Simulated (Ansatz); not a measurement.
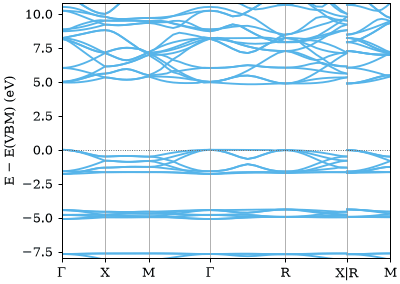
*Band structure from r²SCAN in the plane-wave PAW code Ansatz*

### Question
Read off the gap and where the band edges lie.

### Answer
About 4.8 eV (4.82 eV by a search for the band edges); maximum at Γ, minimum on the Γ–R line, 55 % of the way from Γ.

The material is SiC$_{2}$N$_{4}$ in space group Pn-3m (No. 224; Si on 2a, C on 4c, N on 8e).

The workflow started from a Materials Project entry (that database holds measured and hypothetical structures alike); the Crystallography Open Database files this formula in space group No. 224, but the cells were not matched. Whether it is the stable phase at ambient conditions was not checked. Symmetry was held in the r²SCAN relaxation; whether a distortion lowers the energy is not shown.

Potentials: the later of the program's two PAW sets.
